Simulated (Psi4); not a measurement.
# CHF3O3S (SMILES O=S(=O)(O)C(F)(F)F) at MP3/6-31G(d) (spherical functions)

What is the energy change on altering one bond length of CHF3O3S at MP3/6-31G* (spherical functions)? 

The results are computed with Psi4 1.11.

1 further run of the same task is left out (set aside as unsound or not needed). Runs told in other sessions of the task aren't counted.

**1. The system as given**

CHF3O3S has 9 atoms, charge 0, and is taken as a singlet. SMILES: `O=S(=O)(O)C(F)(F)F`. Geometry: relaxed at PBE0-D4/def2-TZVP. This is one conformer, not always the lowest.

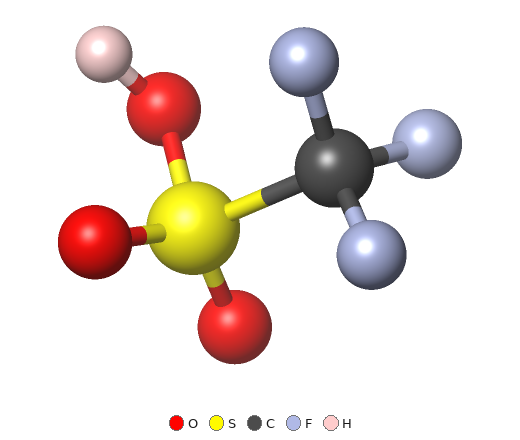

Viewed from a chosen angle; oxygen red, sulfur yellow, carbon dark grey, fluorine light blue, hydrogen pink.

**2. The energy at MP3/6-31G(d) (spherical functions)**

chf3o3s.json

```json
{
 "schema_name": "qcschema_input",
 "schema_version": 1,
 "molecule": {
  "schema_name": "qcschema_molecule",
  "schema_version": 2,
  "symbols": ["O", "S", "O", "O", "C", "F", "F", "F", "H"],
  "geometry": [2.76446145, -1.09957494, 1.86277863, 0.56408325, -1.47198327, 0.36730607, 0.27302763, -3.47265521, -1.37944338, -1.83821219, -1.47011244, 2.13183784, 0.00591484, 1.5056015, -1.37048608, -0.14467743, 3.40479515, 0.26112236, 1.91690039, 1.8975118, -2.92437008, -2.11823181, 1.36784046, -2.66884131, -1.42328503, -0.66140414, 3.72009595],
  "molecular_charge": 0,
  "molecular_multiplicity": 1,
  "fix_symmetry": "c1"
 },
 "driver": "energy",
 "model": {
  "method": "mp3",
  "basis": "6-31G*"
 },
 "keywords": {
  "puream": true,
  "e_convergence": 1e-09,
  "d_convergence": 1e-08,
  "scf_type": "pk",
  "num_frozen_docc": 12,
  "mp_type": "conv"
 }
}
```

Launch:

```sh
psi4 --qcschema chf3o3s.json -n 1 --memory 2200MB
```

stdout, shortened:

```text
[...]
  Running in c1 symmetry.
[...]
  Nuclear repulsion =  572.265529845936157
[...]
  Multiplicity = 1
[...]
  Nalpha       = 37
  Nbeta        = 37
[...]
    Number of basis functions: 118
[...]
   @RHF iter   1:  -958.41792180314667    3.13758e-01   7.75318e-03 ADIIS/DIIS
[...]
   @RHF iter  13:  -958.76047349078692    2.16005e-12   4.75543e-09 DIIS
[...]
    Orbital Energies [Eh]
    ---------------------
    Doubly Occupied:
       1A    -92.274416     2A    -26.389175     3A    -26.386454
       4A    -26.385983     5A    -20.681331     6A    -20.612319
       7A    -20.607534     8A    -11.569889     9A     -9.248045
      10A     -6.934393    11A     -6.933874    12A     -6.932537
      13A     -1.783943    14A     -1.685632    15A     -1.684624
      16A     -1.570683    17A     -1.446698    18A     -1.415776
      19A     -1.057474    20A     -0.949406    21A     -0.880882
      22A     -0.872276    23A     -0.868430    24A     -0.781746
      25A     -0.756457    26A     -0.748506    27A     -0.728098
      28A     -0.718731    29A     -0.706595    30A     -0.706171
      31A     -0.688741    32A     -0.668601    33A     -0.613214
      34A     -0.570437    35A     -0.550770    36A     -0.525740
[...]
  @RHF Final Energy:  -958.76047349078692
   => Energetics <=
    Nuclear Repulsion Energy =            572.2655298459361575
    One-Electron Energy =               -2465.1515456592514965
    Two-Electron Energy =                 934.1255423225283039
    Total Energy =                       -958.7604734907869215
[...]
 Multipole Moments:
 ------------------------------------------------------------------------------------
     Multipole            Electronic (a.u.)      Nuclear  (a.u.)        Total (a.u.)
 ------------------------------------------------------------------------------------
 L = 1.  Multiply by 2.5417464519 to convert [e a0] to [Debye]
 Dipole X            :         -0.2377402           -0.3310855           -0.5688258
 Dipole Y            :          4.4921139           -3.6910784            0.8010355
 Dipole Z            :         -3.3364823            4.1242084            0.7877261
 Magnitude           :                                                    1.2592589
[...]
	SCS-MP2 Total Energy (a.u.)        :  -960.00246790630592
	SOS-MP2 Total Energy (a.u.)        :  -959.97234844922207
[...]
	SOS-PI-MP2 Total Energy (a.u.)     :  -960.06556959987097
[...]
	MP2 Total Energy (a.u.)            :  -960.06270682047318
[...]
	SCS-MP3 Total Energy (a.u.)        :  -959.99904874067397
[...]
	MP3 Total Energy (a.u.)            :  -960.04903015794537
[...]
```

The result, in JSON:

```text
{
 "driver": "energy",
 "model": {
  "method": "mp3",
  "basis": "6-31G*"
 },
 "success": true,
 "return_result": -960.0490301579454,
 "properties": {
  "calcinfo_nbasis": 118,
  "calcinfo_nmo": 118,
  "calcinfo_nalpha": 37,
  "calcinfo_nbeta": 37,
  "calcinfo_natom": 9,
  "nuclear_repulsion_energy": 572.2655298459362,
  "return_energy": -960.0490301579454,
  "scf_one_electron_energy": -2465.1515456592515,
  "scf_two_electron_energy": 934.1255423225283,
  "scf_dipole_moment": [-0.5688257661734755, 0.8010354907696575, 0.787726113458799],
  "scf_total_energy": -958.7604734907869,
  "scf_iterations": 13,
  "mp2_same_spin_correlation_energy": -0.3700218231976699,
  "mp2_opposite_spin_correlation_energy": -0.932211506488591,
  "mp2_singles_energy": 0.0,
  "mp2_doubles_energy": -1.302233329686261,
  "mp2_correlation_energy": -1.3022333296862598,
  "mp2_total_energy": -960.0627068204732
 }
}
```

Wall time 17 s (1 thread of AMD EPYC 9R45 (Zen 5), shared host); peak memory 1.3 GiB.

**3. The distorted shape, same level**

run.py

```python
import psi4

psi4.set_memory('2200 MB')
psi4.set_num_threads(1)
psi4.set_output_file('psi4.out', False)

geom = psi4.geometry("""
O      2.93191575    -1.99286738     2.38412572
S      0.73153755    -2.36527570     0.88865316
O      0.44048193    -4.36594765    -0.85809629
O     -1.67075789    -2.36340488     2.65318493
C      0.00591484     1.50560150    -1.37048608
F     -0.14467743     3.40479515     0.26112236
F      1.91690039     1.89751180    -2.92437008
F     -2.11823181     1.36784046    -2.66884131
H     -1.25583072    -1.55469658     4.24144304
units bohr
symmetry c1
""")

options = {'basis': '6-31G*', 'puream': True, 'e_convergence': 1e-09, 'd_convergence': 1e-08, 'scf_type': 'pk', 'num_frozen_docc': 12, 'mp_type': 'conv'}
psi4.set_options(options)

E = psi4.energy("mp3")
print(f'mp3 energy: {E:.10f} Eh')
```

Launch:

```sh
python run.py
```

psi4.out, shortened:

```text
[...]
  Running in c1 symmetry.
[...]
  Nuclear repulsion =  532.670547651847414
[...]
  Multiplicity = 1
[...]
  Nalpha       = 37
  Nbeta        = 37
[...]
    Number of basis functions: 118
[...]
   @RHF iter   1:  -958.33565119011234   -1.08038e-01   7.70148e-03 DIIS/ADIIS
[...]
   @RHF iter  13:  -958.68609564829899   -1.51203e-11   8.74507e-09 DIIS
[...]
  @RHF Final Energy:  -958.68609564829899
   => Energetics <=
    Nuclear Repulsion Energy =            532.6705476518474143
    One-Electron Energy =               -2386.4695114192654728
    Two-Electron Energy =                 895.1128681191191845
    Total Energy =                       -958.6860956482989877
[...]
 Multipole Moments:
 ------------------------------------------------------------------------------------
     Multipole            Electronic (a.u.)      Nuclear  (a.u.)        Total (a.u.)
 ------------------------------------------------------------------------------------
 L = 1.  Multiply by 2.5417464519 to convert [e a0] to [Debye]
 Dipole X            :         -0.3971957           -0.1558027           -0.5529985
 Dipole Y            :          5.3943847           -4.6261322            0.7682525
 Dipole Z            :         -3.8684085            4.6699284            0.8015199
 Magnitude           :                                                    1.2403440
[...]
	SCS-MP2 Total Energy (a.u.)        :  -959.95086002673645
	SOS-MP2 Total Energy (a.u.)        :  -959.92094384347934
[...]
	SOS-PI-MP2 Total Energy (a.u.)     :  -960.01593216618551
[...]
	MP2 Total Energy (a.u.)            :  -960.01069239325045
[...]
	SCS-MP3 Total Energy (a.u.)        :  -959.94660394392099
[...]
	MP3 Total Energy (a.u.)            :  -959.99366806198839
[...]
```

Standard output:

```text
mp3 energy: -959.9936680620 Eh
```

It took 17 s on 1 thread of AMD EPYC 9R45 (Zen 5), shared host; peak memory 1.3 GiB.

**4. Outcome**

At MP3/6-31G* (spherical functions), 12 core orbitals frozen:

| quantity | value |
| --- | --- |
| first shape: total energy | -960.04903 Eh |
| first shape: HOMO energy (Hartree–Fock orbitals) | -14.00 eV |
| first shape: LUMO energy (Hartree–Fock orbitals) | 4.59 eV |
| first shape: HOMO–LUMO gap (Hartree–Fock orbitals) | 18.59 eV |
| first shape: correlation energy (12 core orbitals frozen) | -1288.6 mEh |
| distorted shape: total energy | -959.99367 Eh |
| distorted shape: HOMO energy (Hartree–Fock orbitals) | -11.80 eV |
| distorted shape: LUMO energy (Hartree–Fock orbitals) | 1.12 eV |
| distorted shape: HOMO–LUMO gap (Hartree–Fock orbitals) | 12.92 eV |
| distorted shape: correlation energy (12 core orbitals frozen) | -1307.6 mEh |
| energy change with the S2–C5 bond stretched from 1.848 to 2.403 Å | 1.506 eV |

With the S2–C5 bond stretched from 1.848 to 2.403 Å the energy rises by 1.51 eV (145 kJ/mol). The first shape isn't relaxed at this level, so the change isn't measured from a minimum.
